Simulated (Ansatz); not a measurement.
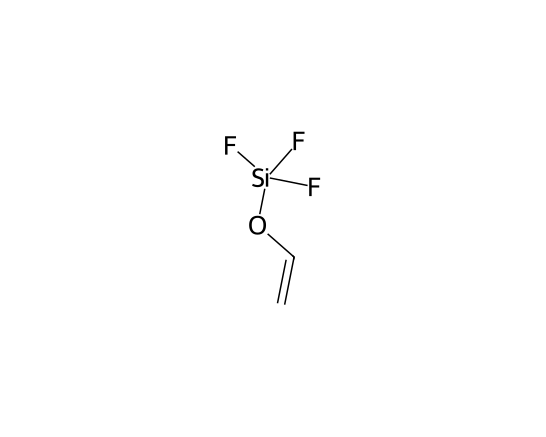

The drawing above gives the connectivity. The computed structure is the end point of a PBE0-D4/def2-TZVP optimisation. No frequency run is at hand to confirm it as a minimum.

What does the molecule look like in three dimensions?

The molecule is C2H3F3OSi. As SMILES it reads `C=CO[Si](F)(F)F`. It has no ring. Among its groups: alkene, Si–O bond. The point group is Cs. Coordination: 2 C trigonal planar; 1 O bent; 1 Si tetrahedral.

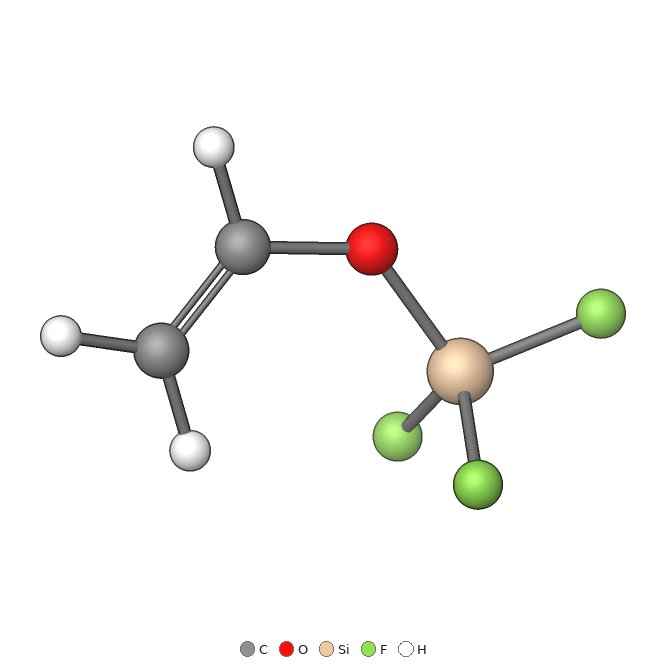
